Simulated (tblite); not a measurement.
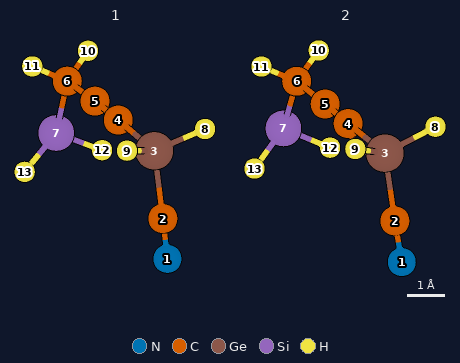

Two geometries of C₄H₆GeNSi (multiplicity 2), drawn at one scale. One is the start of a relaxation, the other its converged end. A ball-and-stick model, seen from a free direction.

The calculation used GFN2-xTB geometry optimisation, gas phase in tblite. 

Which of the two is the end point?

Structure 1 is the relaxed one. The largest move after the best rigid fit is that of N1, 0.22 Å. By element the largest moves are N 0.22 Å, Si 0.16 Å, C 0.12 Å, H 0.09 Å, Ge 0.07 Å. Some distances before and after: Ge3–H8 1.549 → 1.498 Å, C6–Si7 1.871 → 1.919 Å, C5–C6 1.466 → 1.435 Å, Ge3–C4 1.904 → 1.879 Å. Among the angles between lasting bonds that change: H12–Si7–H13 110.0° → 114.9°, C2–Ge3–H8 109.9° → 107.1°, C4–Ge3–H9 109.4° → 112.1°. Over 51 geometry steps the energy falls by 13.4 kJ/mol.
